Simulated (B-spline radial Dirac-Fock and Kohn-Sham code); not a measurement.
Ag, Cd, La, Dy, Ho, Tm, W, Tl and Pb. Computed with a B-spline radial atomic code: Dirac–Fock ΔSCF (average of configuration, Fermi nucleus, Breit and QED terms, no correlation).

Predict the main features of the following plot. A Moseley plot: square roots of X-ray line energies of free neutral atoms against atomic number.

Kα1 runs from 22.16 keV (Ag) to 74.96 keV (Pb), and its square root rises by 0.113 √keV a unit of Z on average; Lα1 runs from 2.985 keV (Ag) to 10.55 keV (Pb), and its square root rises by 0.0434 √keV a unit of Z on average. The non-relativistic hydrogen-like slope for Kα1 is 0.101 √keV.

The result:

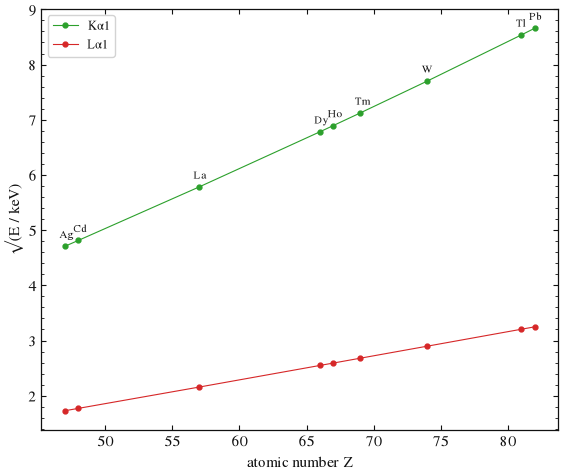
